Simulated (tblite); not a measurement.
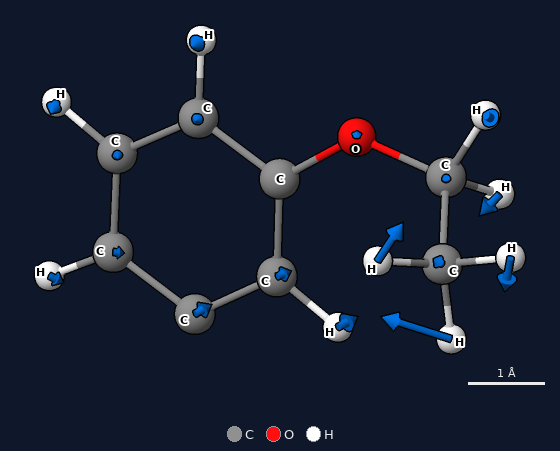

This is a relaxation of C₈H₉O (multiplicity 2). The starting structure is drawn; blue arrows show the displacements, at their true length. The two geometries are superimposed by the best rigid fit.

The picture is a ball-and-stick view, seen at a tilt.

These are results of GFN2-xTB geometry optimisation, gas phase (tblite 0.8.0), not measurements. 

Q: Which element moves most?

A: Hydrogen: up to 1.04 Å, against 0.31 Å for carbon.

Q: Describe the change and its energy.

A: Over 90 geometry steps the energy falls by 13.1 kcal/mol. The largest move after the best rigid fit is that of an H atom, 1.04 Å. Largest moves by element: H 1.04 Å, C 0.31 Å, O 0.12 Å. Among the contacts that change: C–H 1.142 → 1.087 Å, C–C 1.473 → 1.526 Å, C–C 1.398 → 1.362 Å, C–H 1.127 → 1.094 Å. Bond angles that change, for instance: C–O–C 131.5° → 120.2°, H–C–H 102.9° → 109.0°, C–C–O 118.9° → 112.8°. Groups turn about C–C by about 30°, C–O by about 20°. Cost: 1 s on 1 thread of Arm Neoverse N1 (shared host).
